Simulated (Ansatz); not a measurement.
CH$_{5}$BFN

Input file:

```
crystal:
  periodic: [false, false, false]
  atoms:
    - { symbol: B, position_ang: [0.0, 0.0, 0.0] }
    - { symbol: "N", position_ang: [0.0, 0.0, 1.55] }
    - { symbol: H, position_ang: [-0.877, -0.2713, 2.08] }
    - { symbol: H, position_ang: [0.877, 0.2713, 2.08] }
    - { symbol: F, position_ang: [1.1431, 0.0, -0.66] }
    - { symbol: C, position_ang: [-1.3856, 0.0, -0.8] }
    - { symbol: H, position_ang: [-1.9458, -0.9305, -0.5708] }
    - { symbol: H, position_ang: [-1.9898, 0.8797, -0.4946] }
    - { symbol: H, position_ang: [-1.1839, 0.0508, -1.8903] }
basis:
  gaussian: { orbitals: def2-SVPD }
hamiltonian:
  xc: { name: BHLYP }
  dispersion: d4
relax:
  f_tol: 0.02
  max_steps: 40
output:
  orbitals: {}
```

Command:

```sh
ansatz run input.yaml --threads 2 --pin off --max-ram 3072MiB --backend cpu --events-out ev --progress --plain --runs-dir out
```

The fields are those of the run's last geometry, not of the input's.

These are results of Ansatz, RKS BHLYP-D4/def2-SVPD, not measurements.

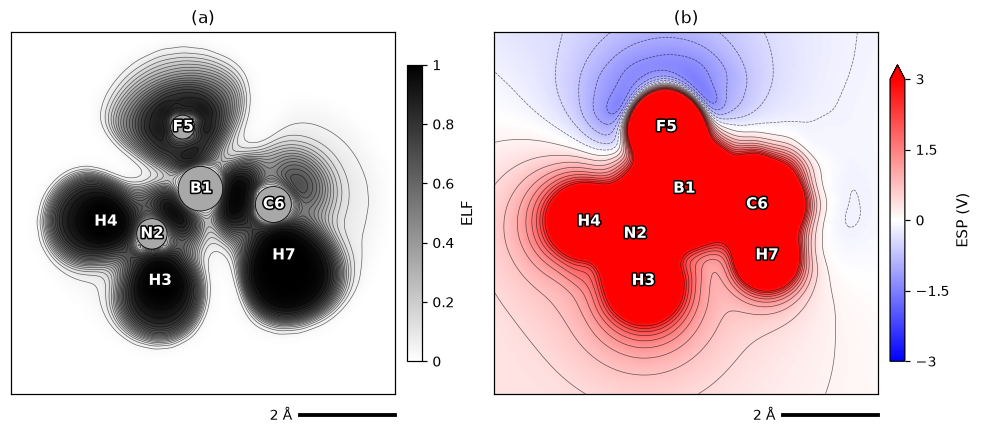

Figure 1. (a) electron localisation function; (b) molecular electrostatic potential on the plane of atoms B1, N2 and H4. Grey discs cover the atomic cores in the ELF map.

### What does the map show?

- Atoms in the plane: B, N, H, F and C.
- B–F (1.35 Å): the ELF peaks at about 0.85 between the atoms; a polar covalent bond.
- B–N (1.39 Å): the ELF peaks at about 0.95 between the atoms: a polar covalent bond.
- C–B (1.56 Å): the ELF peaks at about 1 between the atoms; a shared electron pair.
- N–H (1.00 Å): the ELF climbs to about 1 towards the hydrogen, as it does in any bond to H; an ordinary covalent bond to hydrogen.
- C–H (1.09 Å): the ELF climbs to about 1 towards the hydrogen: a covalent bond by its length.
- The ELF also peaks beside F5, away from the bonds: lone-pair regions.
- Outside the dense part of the molecule the potential is most negative (−1.5 V) near F5.

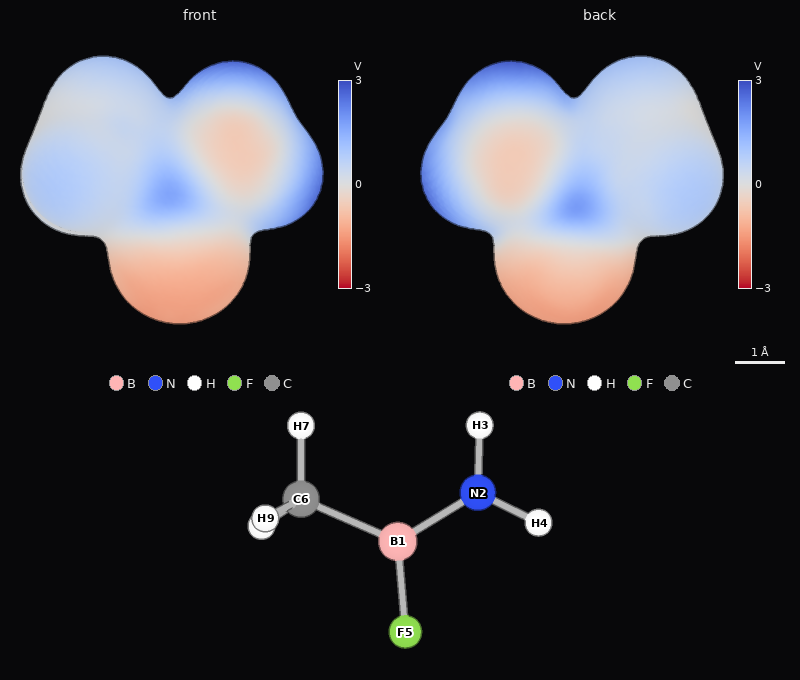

Figure 2. The molecular electrostatic potential painted on the density surface at 0.004 e/bohr³, seen from the front and from behind; the colour scale runs from red (negative) to blue (positive). The bare structure is drawn below in the same view.

### Describe the electrostatic potential map.

The most negative region (about −1.4 V, or −32 kcal/mol for a unit charge) lies over F5, the most positive (about +2.6 V, or +60 kcal/mol for a unit charge) over H3.

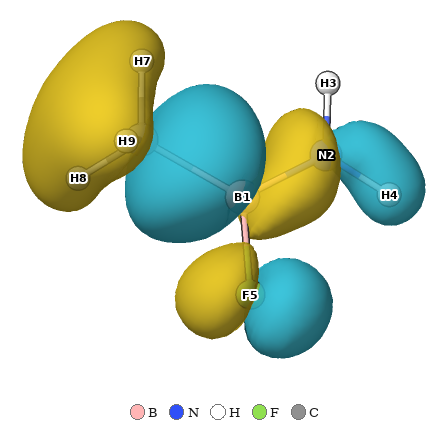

Figure 3. The HOMO−1 at ±0.1 Å⁻³ᐟ² (yellow and cyan are the two phases), seen at a tilt.

### Where does this orbital lie, and at what energy?

It lies mainly on C6 (about 40 %), B1 (about 20 %), F5 (about 15 %) and N2 (about 5 %). Its energy is −10.98 eV.
